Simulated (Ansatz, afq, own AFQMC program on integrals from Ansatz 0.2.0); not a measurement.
# CH2B (quartet): AFQMC on the coupled-cluster ladder, cc-pVDZ, part 2 of 2

Ansatz 0.2.0, Gaussian basis, and an in-house AFQMC program (afq) on its integrals; all values are calculated; cc-pVDZ, frozen cores. The steps go on from the part before.

## Step 9: CCSDT(Q) on UHF

Contents of in.yaml:

```yaml
crystal:
  periodic: [false, false, false]
  atoms:
    - {symbol: B, position_ang: [0.000000, -0.104832, 0.802428]}
    - {symbol: C, position_ang: [0.000000, -0.044574, -0.723222]}
    - {symbol: H, position_ang: [0.000000, 0.894880, 1.472485]}
    - {symbol: H, position_ang: [0.000000, 0.760676, -1.461216]}
basis:
  gaussian: {orbitals: cc-pVDZ}
magnetization: {spin_polarized: true, initial_magnetization: 3}
correlation: {method: ccsdt_q, electrons: outside_noble_gas}
```

Run with:

```bash
ansatz run in.yaml --threads 1 --pin off --events-out ev --progress --plain --max-ram 1382MiB
```

What it wrote, cut to the lines that bear on the results:

```text
Functional definition: HF
  name "HF"
  cite "Fock, Z. Phys. 61, 126 (1930) doi:10.1007/BF01340294"
  parent pbe
[...]
698 factors; integrals over basis functions are off by at most 2.3e-7 eV
[...]
mean field -1729.46851973 eV, -63.5567958243 hartree, gradient 2.1e-6 eV, S^2 3.759938; 1 other end points of the search recorded, 0 dependent functions left out
determinant -1729.46851973 eV, -63.5567958243 hartree, with singles and doubles -1734.16212699 eV, -63.7292827097 hartree
determinant -1726.74743806 eV, -63.4567979174 hartree, with singles and doubles -1731.55204164 eV, -63.6333638422 hartree
2 core orbitals not correlated: weight in the atoms' cores, before any rotation towards them, 1.000 or more for the frozen orbitals, at most 0.000 for the correlated occupied ones
reference -1729.46851973 eV, -63.5567958243 hartree; 6, 3 occupied and 30, 33 virtual orbitals, 698 factors
second order -3.83753650 eV of doubles, -0.00000000 eV of singles
cycle   1  -4.45408739 eV  change   -6.2e-1 eV  update   6.1e-2
[...]
cycle  16  -4.82810881 eV  change    3.7e-7 eV  update   2.6e-7
perturbative correction -0.00493767 eV, -0.0001814559 hartree
Total energy: -1734.30156621 eV, -63.7344070063 hartree
```

Wall time 36 s (1 thread of AMD EPYC (Zen 3), shared host).

From the report: ⟨S²⟩ of the determinant 3.760 (pure quartet: 3.75); correlation -4.8330 eV; T1 0.019; largest double amplitude 0.03.

## Step 10: Phaseless AFQMC, CISD trial on UHF

It reads the integrals that the CCSD(T) run on this determinant wrote.

Run with:

```bash
afq ham --method phaseless --trial cisd --walkers 60 --populations 1 --least-time 40 --time-step 0.005 --steps-per-block 50 --equilibration-blocks 28 --max-blocks 300 --target-error 0.00036 --factor-cut 1e-05 --start spin_pure --seed 2596 --release-times 0.24,0.51,0.99,1.62,2.4 --release-step 0.03 --release-every 4 --taylor-order 6
```

What it wrote:

```text
orbitals 36  electrons 6 3  factors 278 of 352
reference energy -63.55679531 Eh
CCSD correlation -0.17249468 Eh in 11 cycles, weight of the determinant in the CISD state 0.9150
energy of the start -63.729123 Eh
 block  time / (1/Eh)  mean weight  energy / Eh
     1     0.250  1.0001  -63.727839
     2     0.500  0.9991  -63.728858
     3     0.750  1.0002  -63.730264
     4     1.000  1.0007  -63.732338
     5     1.250  1.0001  -63.731101
     6     1.500  1.0007  -63.731024
     7     1.750  1.0029  -63.733858
     8     2.000  1.0004  -63.734584
     9     2.250  1.0003  -63.733641
    10     2.500  0.9994  -63.732121
    13     3.250  1.0022  -63.731693
    17     4.250  0.9999  -63.733326
    21     5.250  1.0018  -63.734283
    25     6.250  1.0006  -63.733734
    29     7.250  1.0013  -63.734183
    33     8.250  1.0008  -63.730683
    37     9.250  1.0008  -63.732767
    41    10.250  1.0005  -63.736932
    45    11.250  1.0012  -63.734265
    49    12.250  0.9994  -63.733803
    53    13.250  1.0000  -63.734810
    57    14.250  1.0007  -63.736820
    61    15.250  1.0009  -63.732346
    65    16.250  1.0000  -63.732457
    69    17.250  1.0003  -63.731839
    73    18.250  1.0007  -63.732961
    77    19.250  0.9993  -63.732344
    81    20.250  1.0009  -63.731813
    85    21.250  0.9994  -63.735743
    89    22.250  0.9989  -63.731495
    93    23.250  1.0021  -63.741156
    97    24.250  1.0015  -63.736553
   101    25.250  1.0006  -63.733118
   105    26.250  0.9985  -63.739583
   109    27.250  0.9992  -63.733203
   113    28.250  1.0002  -63.732490
   117    29.250  0.9979  -63.734166
   121    30.250  1.0015  -63.737229
   125    31.250  0.9985  -63.733969
   129    32.250  0.9993  -63.736742
   133    33.250  1.0005  -63.730359
   137    34.250  0.9990  -63.731932
   141    35.250  0.9978  -63.734596
   145    36.250  0.9998  -63.734808
   149    37.250  0.9986  -63.734597
   153    38.250  0.9978  -63.734107
   157    39.250  0.9993  -63.733783
   161    40.250  0.9999  -63.735693
   165    41.250  1.0001  -63.736014
   169    42.250  0.9999  -63.733526
   173    43.250  0.9999  -63.734429
   177    44.250  0.9987  -63.735064
   181    45.250  0.9994  -63.732294
   185    46.250  1.0004  -63.734108
blocks merged  error / Eh  count
     1  0.000155  160
     2  0.000197  80
     4  0.000221  40
     8  0.000253  20
    16  0.000220  10
released: time / (1/Eh)  energy / Eh  error  mean overlap
  0.24  -63.734107  0.000241  0.9998
  0.51  -63.734219  0.000279  1.0077
  0.99  -63.734300  0.000200  1.0189
  1.62  -63.734292  0.000328  1.0165
  2.40  -63.734623  0.000249  0.9927
energy -63.733895 +/- 0.000253 Eh
```

It took 8.2 min on 1 thread of AMD EPYC (Zen 3), shared host.

Energy -1734.2876 ± 0.0069 eV. Caveats: constraint bias not in the error.

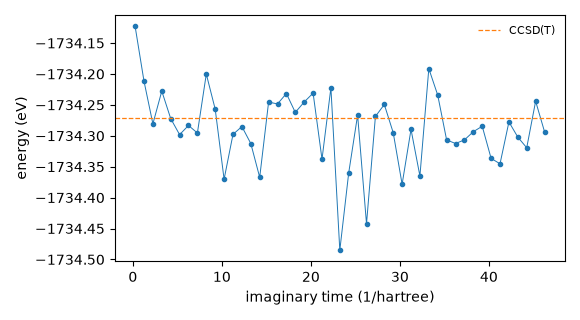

Block energies along the walk.

## Step 11: Phaseless AFQMC, single-determinant trial on UHF

It reads the integrals that the CCSD(T) run on this determinant wrote.

Run with:

```bash
afq ham --method phaseless --trial hf --walkers 120 --populations 1 --least-time 40 --time-step 0.005 --steps-per-block 20 --equilibration-blocks 112 --max-blocks 600 --target-error 0.00108 --factor-cut 1e-05 --start spin_pure --seed 1016 --taylor-order 6
```

What it wrote:

```text
orbitals 36  electrons 6 3  factors 278 of 352
reference energy -63.55679531 Eh
CCSD correlation -0.17249468 Eh in 11 cycles, weight of the determinant in the CISD state 0.9150
energy of the start -63.556992 Eh
 block  time / (1/Eh)  mean weight  energy / Eh
     1     0.100  1.0005  -63.591885
     2     0.200  1.0017  -63.621189
     3     0.300  1.0031  -63.647219
     4     0.400  1.0012  -63.665095
     5     0.500  1.0007  -63.681153
     6     0.600  1.0021  -63.697386
     7     0.700  0.9985  -63.698641
     8     0.800  1.0000  -63.700929
     9     0.900  1.0007  -63.708381
    10     1.000  1.0004  -63.707329
    18     1.800  0.9995  -63.751656
    35     3.500  1.0000  -63.728390
    52     5.200  1.0017  -63.745489
    69     6.900  0.9999  -63.715631
    86     8.600  1.0006  -63.755868
   103    10.300  0.9991  -63.722347
   120    12.000  1.0010  -63.731680
   137    13.700  1.0010  -63.709971
   154    15.400  0.9990  -63.736826
   171    17.100  1.0008  -63.751670
   188    18.800  1.0002  -63.757411
   205    20.500  1.0007  -63.731323
   222    22.200  1.0002  -63.784671
   239    23.900  1.0005  -63.732734
   256    25.600  1.0008  -63.713929
   273    27.300  1.0000  -63.717135
   290    29.000  1.0009  -63.747251
   307    30.700  0.9992  -63.724638
   324    32.400  1.0002  -63.722595
   341    34.100  0.9994  -63.751962
   358    35.800  1.0010  -63.744561
   375    37.500  1.0011  -63.729577
   392    39.200  1.0002  -63.739774
   409    40.900  1.0006  -63.760205
   426    42.600  1.0012  -63.700260
   443    44.300  0.9994  -63.728123
   460    46.000  1.0006  -63.718431
   477    47.700  0.9980  -63.710370
   494    49.400  0.9994  -63.755938
   511    51.100  1.0000  -63.721739
   528    52.800  0.9998  -63.739533
   545    54.500  0.9991  -63.720790
   562    56.200  0.9995  -63.738143
   579    57.900  1.0002  -63.736991
   596    59.600  0.9981  -63.730285
   613    61.300  1.0018  -63.714684
   630    63.000  1.0003  -63.731051
   647    64.700  0.9994  -63.728604
   664    66.400  0.9993  -63.725791
   681    68.100  0.9997  -63.737688
   698    69.800  0.9994  -63.729616
blocks merged  error / Eh  count
     1  0.000492  600
     2  0.000655  300
     4  0.000848  150
     8  0.001056  75
    16  0.001175  37
    32  0.001250  18
    64  0.000954  9
energy -63.732842 +/- 0.001250 Eh
```

It took 8.5 min on 1 thread of AMD EPYC (Zen 3), shared host.

Energy -1734.2590 ± 0.0340 eV. Caveats: constraint bias not in the error.

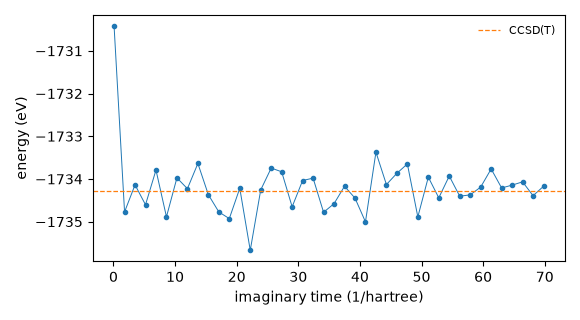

Block energies along the walk.

## Step 12: Free-projection AFQMC, CISD trial on UHF

It reads the integrals that the CCSD(T) run on this determinant wrote.

Run with:

```bash
afq ham --method free --trial cisd --walkers 60 --time-step 0.03 --max-blocks 80 --target-error 0.00036 --factor-cut 1e-05 --seed 1611 --times 0,0.3,0.6,1.2,1.8,2.4,3.6,4.8,6 --taylor-order 8
```

What it wrote:

```text
orbitals 36  electrons 6 3  factors 278 of 352
reference energy -63.55679531 Eh
CCSD correlation -0.17249468 Eh in 11 cycles, weight of the determinant in the CISD state 0.9150
repeat  energy at the last time / Eh  error
    10  -63.736459  0.002362
    20  -63.734884  0.001283
    30  -63.734807  0.000953
    40  -63.735050  0.000812
    50  -63.734878  0.000632
    60  -63.734972  0.000573
    70  -63.734876  0.000549
    80  -63.734850  0.000491
time / (1/Eh)  energy / Eh  error  mean overlap
  0.00  -63.729308  0.000073  1.0930
  0.30  -63.732207  0.000114  1.0977
  0.60  -63.733488  0.000137  1.0892
  1.20  -63.734197  0.000142  1.0942
  1.80  -63.734299  0.000208  1.0969
  2.40  -63.733963  0.000242  1.1253
  3.60  -63.734465  0.000272  1.1401
  4.80  -63.734614  0.000342  1.1446
  6.00  -63.734850  0.000491  1.1615
energy -63.734850 +/- 0.000491 Eh
```

Run time: 11 min. Hardware: 1 thread of AMD EPYC (Zen 3), shared host.

Energy -1734.3136 ± 0.0134 eV. Caveats: remainder of the start not in the error.

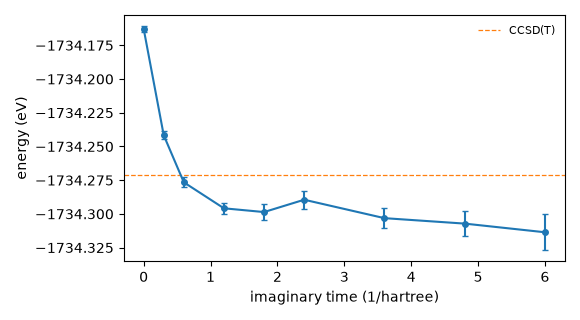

Energy against projection time, with error bars.

## Step 13: AFQMC on the ladder

On the UHF determinant, counted from CCSDT(Q) (a yardstick, not exact):

```csv
level,energy (eV),from CCSDT(Q) (kJ/mol),statistical error (kJ/mol),time
HF,-1729.4685,+466.3,,
MP2,-1733.3060,+96.1,,
CCSD,-1734.1623,+13.4,,
CCSD(T),-1734.2715,+2.9,,
CCSDT(Q),-1734.3016,0.0,,
"Phaseless AFQMC, CISD trial, step 0.005, 60 walkers",-1734.2876,+1.3,0.7,8.2 min
"Phaseless AFQMC, single-determinant trial, step 0.005, 120 walkers",-1734.2590,+4.1,3.3,8.5 min
"Free-projection AFQMC, CISD trial, step 0.03, 60 walkers",-1734.3136,-1.2,1.3,11 min
```

The functionals' totals stand on their own zeros and serve differences with other points: PBE -1736.790 eV; r2SCAN -1738.632 eV; PBE0 -1737.296 eV; B3LYP -1739.728 eV; wB97M-V -1738.444 eV; B2PLYP -1737.483 eV.

## Step 14: Summary of results

The summary covers parts 1 to 2.

```
                                                      quantity              value
                                  CCSD(T) on UHF from CCSDT(Q)        +2.9 kJ/mol
              Phaseless AFQMC, CISD trial on UHF from CCSDT(Q)  +1.3 ± 0.7 kJ/mol
Phaseless AFQMC, single-determinant trial on UHF from CCSDT(Q)  +4.1 ± 3.3 kJ/mol
        Free-projection AFQMC, CISD trial on UHF from CCSDT(Q)  -1.2 ± 1.3 kJ/mol
```

**Reading.** On UHF the phaseless walk with the CISD trial lies +1.3 kJ/mol from CCSDT(Q), within three error bars. Free projection has no constraint; at the last time it gives -1.2 ± 1.3 kJ/mol, and from a start that isn't spin pure other spins can mix in. Error bars are statistical and leave out the constraint, the time step and what remains of the start.
